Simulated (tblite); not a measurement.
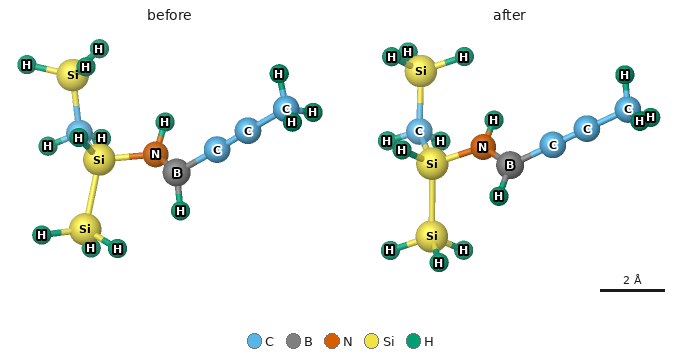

The structure of C4H14BNSi3 before (left) and after (right) a relaxation, at one scale.

The picture is a ball-and-stick view, seen at a tilt.

Computed with GFN2-xTB geometry optimisation, gas phase in tblite. 

Q: What changed between the two?

A: The atom that moves furthest after the best rigid fit is an H atom (1.68 Å). By element the largest moves are H 1.68 Å, N 0.81 Å, B 0.49 Å, Si 0.42 Å, C 0.27 Å. Near-neighbour distances that change, for instance: B–N 1.528 → 1.401 Å, Si–Si 2.231 → 2.315 Å, C–Si 1.857 → 1.909 Å, H–N 1.061 → 1.010 Å. Bond angles that change, for instance: B–N–Si 113.3° → 128.4°, C–B–H 112.5° → 121.1°, Si–C–Si 108.9° → 117.3°. Groups turn about C–Si by about 60°, Si–Si by about 25°, C–Si by about 25°. Over 213 geometry steps the energy falls by 128.7 kJ/mol.
